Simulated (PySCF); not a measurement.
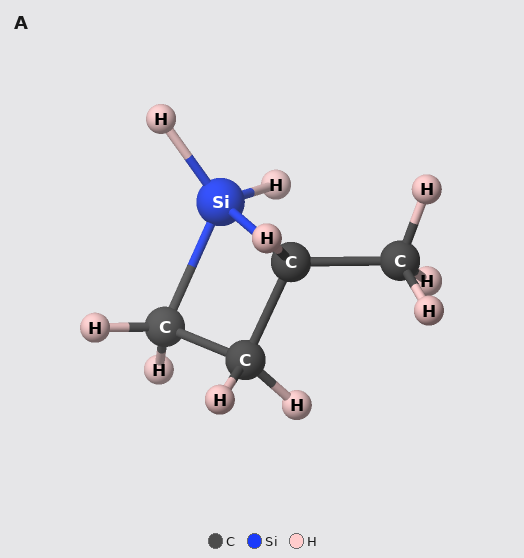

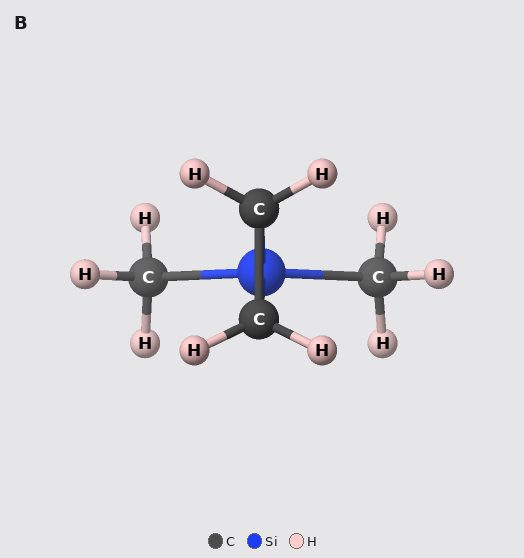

2 stationary structures of one formula. Geometries: GFN2-xTB. Electronic energies: B3LYP/def2-SVPD (PySCF 2.14.0), without zero-point energy. No frequency run is at hand to confirm each as a minimum.

### Rank them by energy, lowest first.

B is lowest; A lies 22.1 kJ/mol above it. A is `C[C@@H]1CC[SiH2]1`, B is `C[Si]1(C)CC1`.

The geometry is semi-empirical. Around Si such bond lengths and angles can be off by a tenth of an ångström or more and by several degrees, and values that hang on the shape move with them.
